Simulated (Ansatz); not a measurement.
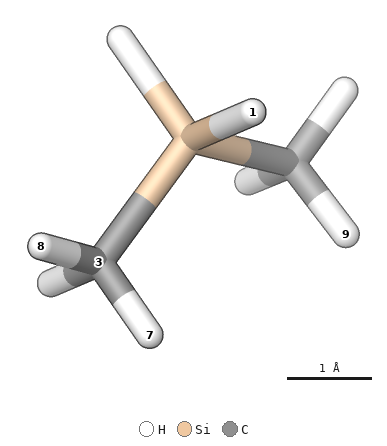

*The structure as given in the input (stick view, seen at a tilt; atoms are numbered from 1 in the order of the input).*

Bond lengths as drawn: C–H 1.09 Å, C–Si 1.87 Å and H–Si 1.49 to 1.51 Å.

Geometry relaxation, with input and output: C2H8Si

System: C2H8Si.
Method: RKS PBE0-D4/def2-TZVP (Ansatz 0.2.0).

Figures and captions count atoms from 1; the log counts them from 0 in places.

## The input
```yaml
crystal:
  periodic: [false, false, false]
  atoms:
    - {symbol: H, position_ang: [0.871569, -0.604058, 0.717345]}
    - {symbol: Si, position_ang: [-0.260027, -1.120212, -0.132327]}
    - {symbol: C, position_ang: [0.240930, -0.993969, -1.927458]}
    - {symbol: C, position_ang: [-1.804847, -0.142741, 0.247131]}
    - {symbol: H, position_ang: [-0.446313, -2.548240, 0.251840]}
    - {symbol: H, position_ang: [-0.547040, -1.383763, -2.577038]}
    - {symbol: H, position_ang: [0.425746, 0.046639, -2.203836]}
    - {symbol: H, position_ang: [1.151622, -1.564555, -2.122482]}
    - {symbol: H, position_ang: [-1.663325, 0.914643, 0.012274]}
    - {symbol: H, position_ang: [-2.647199, -0.513345, -0.342762]}
    - {symbol: H, position_ang: [-2.068993, -0.221619, 1.303656]}
basis:
  gaussian: {orbitals: def2-TZVP}
hamiltonian: {xc: pbe0, dispersion: d4}
relax: {f_tol: 0.005, max_steps: 200}
```

Machine: 4 CPU threads, shared host.

Launch command:
```bash
ansatz run in.yaml --threads 4 --pin off --events-out ev --progress --plain --max-ram 66560MiB --backend cpu
```

## Log
```
Functional definition: PBE0
  name "PBE0"
  cite "Adamo & Barone, J. Chem. Phys. 110, 6158 (1999) doi:10.1063/1.478522"
  cite "Perdew, Burke & Ernzerhof, Phys. Rev. Lett. 77, 3865 (1996) doi:10.1103/PhysRevLett.77.3865"
  parent pbe
  parameter a = 0.25
  parameter kappa = 0.804
  parameter beta = 0.06672455060314922
  exchange = (1 - a)*pbe_x(kappa = kappa, mu = beta*pi^2/3) + a*exact_x
  correlation = pbe_c(beta = beta)
980 factors; their error is unknown
mean field evaluation 1: about -10068.4764 eV, gradient 6.4e1 eV
mean field evaluation 2: about -10065.6547 eV, gradient 6.7e1 eV
mean field evaluation 4: about -10077.5480 eV, gradient 1.3e0 eV
mean field evaluation 8: about -10077.5755 eV, gradient 2.9e-1 eV
mean field -10077.57558542 eV, -370.3440719382 hartree, gradient 7.3e-5 eV, S^2 0.000000; 0 other end points of the search recorded, 0 dependent functions left out
the calculation of the forces begins
reference -10077.57561680 eV, -370.3440730913 hartree; 17, 17 occupied and 130, 130 virtual orbitals, 980 factors
relax step   1: F+E_penalty+E_count = -10077.72087183 eV  Δ(F+E_penalty+E_count) = +0.000e0 eV  max|allowed force component| = 4.098e-1 eV/Å  Δτ_max = 0.0000 Å  (24 SCF iters, accepted)
these checks for a lower state are left out or cut short: starts, cluster_reference, orbital_swaps, neighbouring_geometries, increment
980 factors; their error is unknown
mean field evaluation 16: about -10077.5541 eV, gradient 1.3e0 eV
mean field -10077.57984390 eV, -370.3442284342 hartree, gradient 5.1e-6 eV, S^2 0.000000; 0 other end points of the search recorded, 0 dependent functions left out
the calculation of the forces begins
reference -10077.57987531 eV, -370.3442295887 hartree; 17, 17 occupied and 130, 130 virtual orbitals, 980 factors
relax step   2: F+E_penalty+E_count = -10077.72531825 eV  Δ(F+E_penalty+E_count) = -4.446e-3 eV  max|allowed force component| = 6.149e-2 eV/Å  Δτ_max = 0.0233 Å  (29 SCF iters, accepted)
these checks for a lower state are left out or cut short: starts, cluster_reference, orbital_swaps, neighbouring_geometries, increment
980 factors; their error is unknown
mean field -10077.58007619 eV, -370.3442369707 hartree, gradient 5.1e-6 eV, S^2 0.000000; 0 other end points of the search recorded, 0 dependent functions left out
the calculation of the forces begins
reference -10077.58010764 eV, -370.3442381265 hartree; 17, 17 occupied and 130, 130 virtual orbitals, 980 factors
relax step   3: F+E_penalty+E_count = -10077.72552151 eV  Δ(F+E_penalty+E_count) = -2.033e-4 eV  max|allowed force component| = 3.251e-2 eV/Å  Δτ_max = 0.0159 Å  (29 SCF iters, accepted)
these checks for a lower state are left out or cut short: starts, cluster_reference, orbital_swaps, neighbouring_geometries, increment
980 factors; their error is unknown
mean field evaluation 32: about -10077.5803 eV, gradient 2.9e-1 eV
mean field -10077.58039702 eV, -370.3442487612 hartree, gradient 5.1e-6 eV, S^2 0.000000; 0 other end points of the search recorded, 0 dependent functions left out
the calculation of the forces begins
reference -10077.58042846 eV, -370.3442499164 hartree; 17, 17 occupied and 130, 130 virtual orbitals, 980 factors
relax step   4: F+E_penalty+E_count = -10077.72581668 eV  Δ(F+E_penalty+E_count) = -2.952e-4 eV  max|allowed force component| = 3.293e-2 eV/Å  Δτ_max = 0.0090 Å  (29 SCF iters, accepted)
these checks for a lower state are left out or cut short: starts, cluster_reference, orbital_swaps, neighbouring_geometries, increment
980 factors; their error is unknown
mean field -10077.58046263 eV, -370.3442511722 hartree, gradient 2.1e-5 eV, S^2 0.000000; 0 other end points of the search recorded, 0 dependent functions left out
the calculation of the forces begins
reference -10077.58049405 eV, -370.3442523270 hartree; 17, 17 occupied and 130, 130 virtual orbitals, 980 factors
relax step   5: F+E_penalty+E_count = -10077.72586039 eV  Δ(F+E_penalty+E_count) = -4.370e-5 eV  max|allowed force component| = 2.605e-3 eV/Å  Δτ_max = 0.0030 Å  (21 SCF iters, accepted)
```

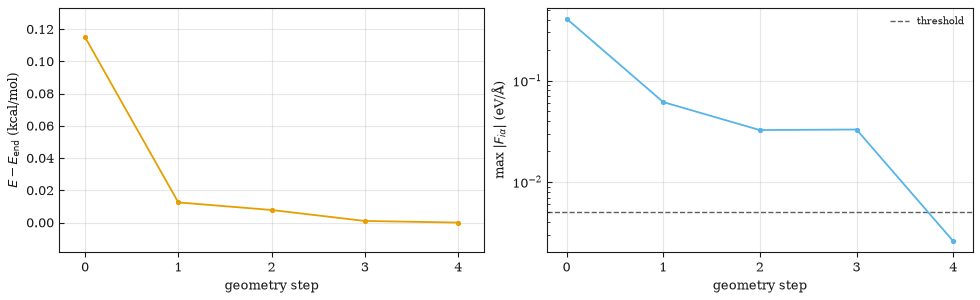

*Progress of the relaxation, step by step (the first geometry is step 0 here and step 1 in the log).*

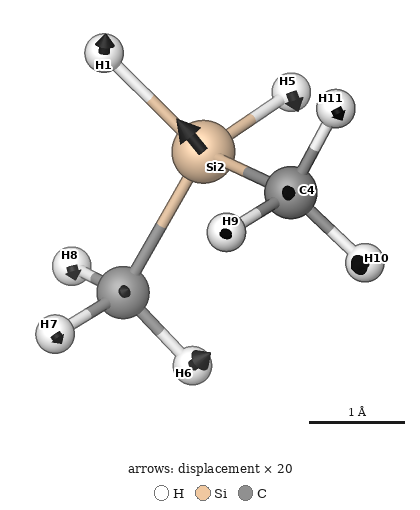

*The starting structure with the displacements as black arrows, magnified 20 times (ball-and-stick view, seen at a tilt). The two geometries are laid on each other by the best rigid fit.*

Over 4 geometry steps the energy falls by 0.12 kcal/mol. The largest force component goes from 0.41 to 0.0026 eV/Å. The atom that moves furthest after the best rigid fit is Si2 (0.023 Å). Largest moves by element: Si 0.023 Å, H 0.015 Å, C 0.006 Å. Among the contacts that change: H1–Si2 1.506 → 1.491 Å. (Atoms are counted from 1 in the order of the input.)

```
980 factors; their error is unknown
mean field -10077.58046263 eV, -370.3442511722 hartree, gradient 2.2e-5 eV, S^2 0.000000; 1 other end points of the search recorded, 0 dependent functions left out
the calculation of the forces begins
reference -10077.58049405 eV, -370.3442523270 hartree; 17, 17 occupied and 130, 130 virtual orbitals, 980 factors
Total energy: -10077.72589181 eV, -370.3495955961 hartree
Atom 0 at     0.872993    -0.603983     0.728397 Å, force     0.000752    -0.000219     0.000792 eV/Å
Atom 1 at    -0.241923    -1.116780    -0.118864 Å, force     0.000886    -0.001035     0.001253 eV/Å
Atom 2 at     0.237702    -0.992942    -1.923883 Å, force     0.000181     0.000682    -0.002605 eV/Å
Atom 3 at    -1.799844    -0.144809     0.243913 Å, force    -0.002392     0.001533    -0.000175 eV/Å
Atom 4 at    -0.452967    -2.548039     0.242808 Å, force     0.000194    -0.000902     0.000457 eV/Å
Atom 5 at    -0.556358    -1.383118    -2.565552 Å, force     0.000138    -0.000363     0.000097 eV/Å
Atom 6 at     0.420619     0.046517    -2.207728 Å, force     0.000187     0.000108    -0.000130 eV/Å
Atom 7 at     1.146823    -1.562907    -2.128756 Å, force    -0.001046     0.000477     0.001049 eV/Å
Atom 8 at    -1.662450     0.913439     0.007843 Å, force     0.000043     0.000309     0.000162 eV/Å
Atom 9 at    -2.638257    -0.516900    -0.350332 Å, force    -0.000005    -0.000198     0.000302 eV/Å
Atom 10 at    -2.074214    -0.221699     1.298497 Å, force     0.001061    -0.000391    -0.001201 eV/Å
Dipole moment:    -0.086519     0.087932    -0.115730 e Å
```

## Trajectory as extended XYZ (Å, eV, eV/Å), 5 frames, from step=1 to step=5
```
11
Properties=species:S:1:pos:R:3:forces:R:3 step=1 energy=-10077.72087
H     0.8716   -0.6041    0.7173   -0.1836  -0.0601  -0.1216
Si   -0.2600   -1.1202   -0.1323    0.4098   0.0805   0.2977
C     0.2409   -0.9940   -1.9275   -0.0837  -0.0357  -0.0544
C    -1.8048   -0.1427    0.2471   -0.0634  -0.0233  -0.0543
H    -0.4463   -2.5482    0.2518   -0.0614  -0.0176  -0.0462
H    -0.5470   -1.3838   -2.5770    0.0138   0.0123  -0.0312
H     0.4257    0.0466   -2.2038    0.0034   0.0072  -0.0140
H     1.1516   -1.5646   -2.1225   -0.0004   0.0050   0.0115
H    -1.6633    0.9146    0.0123   -0.0051   0.0110  -0.0102
H    -2.6472   -0.5133   -0.3428   -0.0259   0.0298   0.0170
H    -2.0690   -0.2216    1.3037   -0.0034  -0.0091   0.0058
11
Properties=species:S:1:pos:R:3:forces:R:3 step=2 energy=-10077.72532
H     0.8771   -0.5972    0.7286   -0.0615  -0.0326  -0.0464
Si   -0.2416   -1.1149   -0.1191    0.0367  -0.0172   0.0343
C     0.2348   -0.9938   -1.9235    0.0195   0.0018  -0.0167
C    -1.7995   -0.1466    0.2421   -0.0199   0.0189   0.0141
H    -0.4548   -2.5460    0.2427    0.0144   0.0018   0.0094
H    -0.5572   -1.3808   -2.5700   -0.0003   0.0009   0.0220
H     0.4218    0.0456   -2.2040    0.0072   0.0061  -0.0141
H     1.1430   -1.5662   -2.1241    0.0107   0.0022  -0.0159
H    -1.6606    0.9119    0.0094   -0.0075   0.0132   0.0012
H    -2.6392   -0.5159   -0.3524    0.0136  -0.0036   0.0024
H    -2.0716   -0.2272    1.2966   -0.0129   0.0084   0.0096
11
Properties=species:S:1:pos:R:3:forces:R:3 step=3 energy=-10077.72552
H     0.8775   -0.6044    0.7328   -0.0224  -0.0150  -0.0151
Si   -0.2385   -1.1192   -0.1147    0.0133  -0.0101   0.0161
C     0.2370   -0.9930   -1.9213   -0.0064   0.0101  -0.0325
C    -1.7976   -0.1462    0.2433   -0.0273   0.0187  -0.0105
H    -0.4510   -2.5520    0.2463    0.0080   0.0254  -0.0028
H    -0.5614   -1.3796   -2.5606    0.0038   0.0003   0.0109
H     0.4171    0.0477   -2.2039   -0.0006  -0.0062   0.0089
H     1.1446   -1.5611   -2.1390   -0.0087   0.0008   0.0272
H    -1.6593    0.9115    0.0037    0.0062  -0.0086   0.0019
H    -2.6330   -0.5183   -0.3559    0.0101  -0.0023   0.0038
H    -2.0831   -0.2167    1.2957    0.0240  -0.0132  -0.0080
11
Properties=species:S:1:pos:R:3:forces:R:3 step=4 energy=-10077.72582
H     0.8736   -0.6052    0.7295    0.0048   0.0031   0.0032
Si   -0.2411   -1.1178   -0.1176   -0.0119   0.0135  -0.0163
C     0.2369   -0.9925   -1.9240   -0.0015  -0.0045   0.0329
C    -1.7999   -0.1446    0.2430    0.0287  -0.0176   0.0007
H    -0.4515   -2.5488    0.2444   -0.0024  -0.0046  -0.0002
H    -0.5585   -1.3822   -2.5637   -0.0044  -0.0022  -0.0100
H     0.4191    0.0474   -2.2057    0.0006   0.0065  -0.0062
H     1.1458   -1.5620   -2.1301    0.0042  -0.0031  -0.0039
H    -1.6606    0.9129    0.0059   -0.0035   0.0077  -0.0017
H    -2.6365   -0.5178   -0.3524   -0.0108   0.0006  -0.0038
H    -2.0752   -0.2206    1.2971   -0.0039   0.0007   0.0051
11
Properties=species:S:1:pos:R:3:forces:R:3 step=5 energy=-10077.72586
H     0.8730   -0.6040    0.7284    0.0008  -0.0002   0.0008
Si   -0.2419   -1.1168   -0.1189    0.0009  -0.0010   0.0013
C     0.2377   -0.9929   -1.9239    0.0002   0.0007  -0.0026
C    -1.7998   -0.1448    0.2439   -0.0024   0.0015  -0.0002
H    -0.4530   -2.5480    0.2428    0.0002  -0.0009   0.0005
H    -0.5564   -1.3831   -2.5656    0.0001  -0.0004   0.0001
H     0.4206    0.0465   -2.2077    0.0002   0.0001  -0.0001
H     1.1468   -1.5629   -2.1288   -0.0010   0.0005   0.0010
H    -1.6624    0.9134    0.0078    0.0000   0.0003   0.0002
H    -2.6383   -0.5169   -0.3503    0.0000  -0.0002   0.0003
H    -2.0742   -0.2217    1.2985    0.0011  -0.0004  -0.0012
```

## Results in brief

| quantity | value |
| --- | --- |
| outcome | converged |
| total energy | −10077.7259 eV |
| mean-field energy | −10077.5805 eV |
| dispersion energy | −0.1454 eV |
| SCF solution under orbital rotations | stable |
| largest force (length of the vector) at the end | 0.003 eV/Å |
| dipole moment | 0.81 D |
| wall time | 8 s (CPU time 26 s) |
| peak memory | 0.89 GiB |
